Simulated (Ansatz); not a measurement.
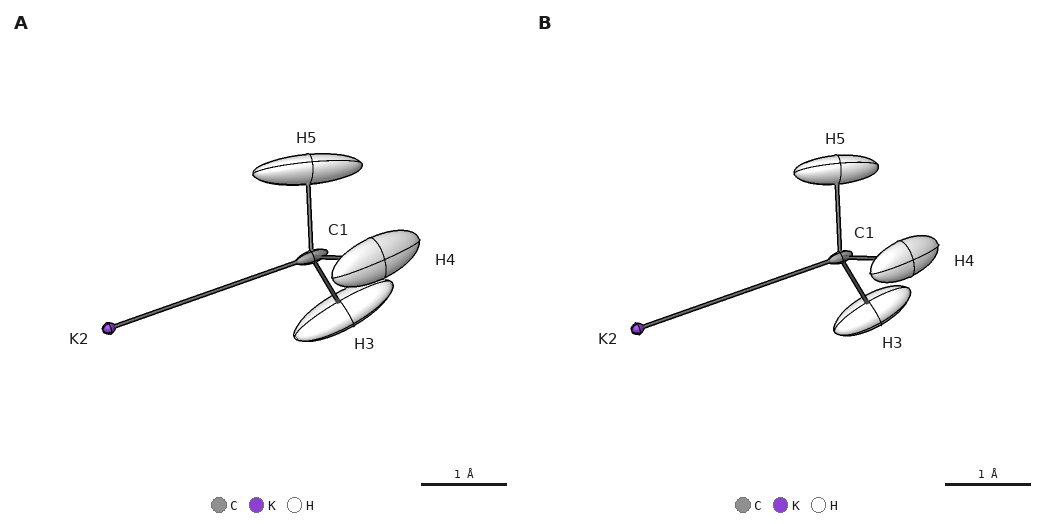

Displacement ellipsoids at the 50 % level, scaled by 1.5, from the internal vibrations of the free molecule (harmonic, no overall translation or rotation; no half-axis is drawn under 0.075 Å). Vibrations computed with RKS PBE0-D4/def2-TZVP (Ansatz 0.2.0). One panel is for 298 K, the other for 600 K.

**Which panel is for 600 K?**

A.

**How much does the mean-square displacement of C1 grow, and why?**

U_eq goes from 0.0020 to 0.0035 Å², a factor of 1.7. Modes below kT (417 cm⁻¹ at 600 K) grow about in proportion to T, and the lowest lies at 304 cm⁻¹; the mean-square amplitude of a mode is its zero-point value times coth(ħω/2kT), which comes close to 1 only above about 3kT.
